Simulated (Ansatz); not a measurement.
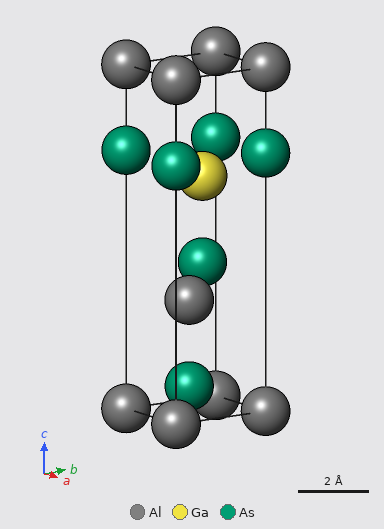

Drawn in the spheres-only manner and seen slightly off an axis. The lines enclose the simulation cell; boundary atoms appear with their images.

The program read this input:
```yaml
crystal:
  lattice:
    - [4.053951882, -2.89e-08, 0.0]
    - [-2.026975916, 3.51082533, 0.0]
    - [0.0, 0.0, 9.9348302]
  atoms:
    - { symbol: Al, position: [0.0, 0.0, 0.000361] }
    - { symbol: Al, position: [0.6666666667, 0.3333333333, 0.333387] }
    - { symbol: Ga, position: [0.3333333333, 0.6666666667, 0.666249] }
    - { symbol: As, position: [0.0, 0.0, 0.75082] }
    - { symbol: As, position: [0.3333333333, 0.6666666667, 0.415824] }
    - { symbol: As, position: [0.6666666667, 0.3333333333, 0.083359] }
basis:
  ecutwfc: 420
kpoints:
  mp_grid: { grid: [12, 12, 4] }
  band_path:
    path:
      - [[0.0, 0.0, 0.0], [0.5, 0.0, 0.0], [0.33333333, 0.33333333, 0.0], [0.0, 0.0, 0.0], [0.0, 0.0, 0.5], [0.5, 0.0, 0.5], [0.33333333, 0.33333333, 0.5], [0.0, 0.0, 0.5]]
      - [[0.5, 0.0, 0.5], [0.5, 0.0, 0.0]]
      - [[0.33333333, 0.33333333, 0.5], [0.33333333, 0.33333333, 0.0]]
    npoints: 14
hamiltonian:
  xc: pbe
scf:
  occupations: { method: gaussian, width: 0.02 }
  n_extra_bands: 15
output:
  forces: true
  stress: true
  eigenvalues: true
  populations: true
  dos: { projected: true, de: 0.02, nscf_kmesh: { grid: [18, 18, 6] } }
  bader: true
  write_density: true
  write_potential: true
  elf: true
  volumetric_format: npy
```
Run as:
```sh
ansatz run input.yaml --threads 4 --pin off --max-ram 8192MiB --backend cpu --events-out ev --progress --plain --runs-dir out
```

Method: DFT PBE, scalar-relativistic, plane waves, PAW (Ansatz); a cutoff energy of 420 eV, a 12×12×4 grid in reciprocal space, Gaussian smearing of 0.02 eV, no spin polarisation.

**Predict the Bader charges.**

Al +1.94 e; Ga +0.68 e; As -1.94 to -1.00 e. The transfer is large, as in an ionic solid.

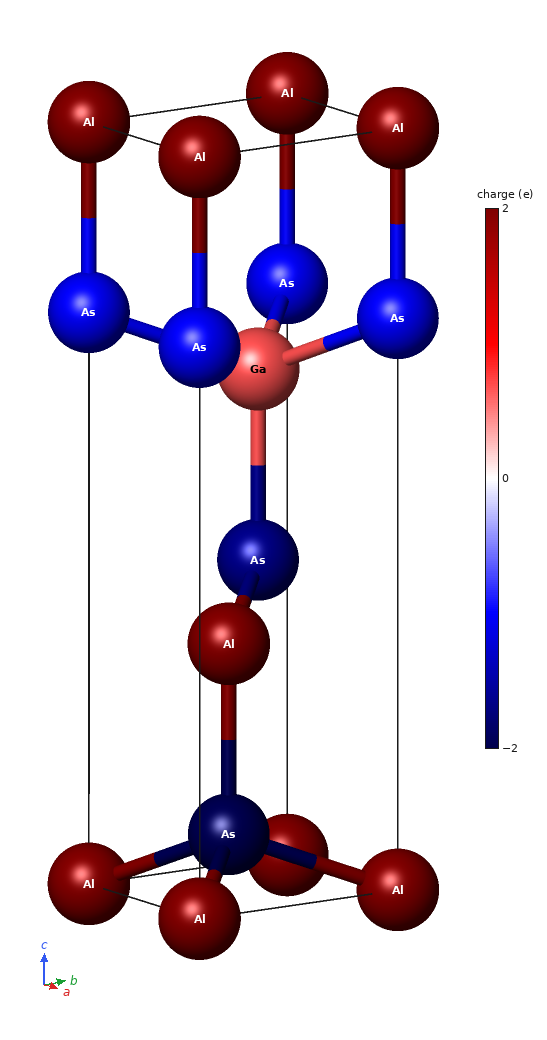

The atoms coloured by those charges.

Provenance: a structure type filled with these elements by a generator (whether the compound takes this form wasn't checked). Earlier steps of the study may have refined or changed the cell and positions. It went into a calculation with Ansatz.
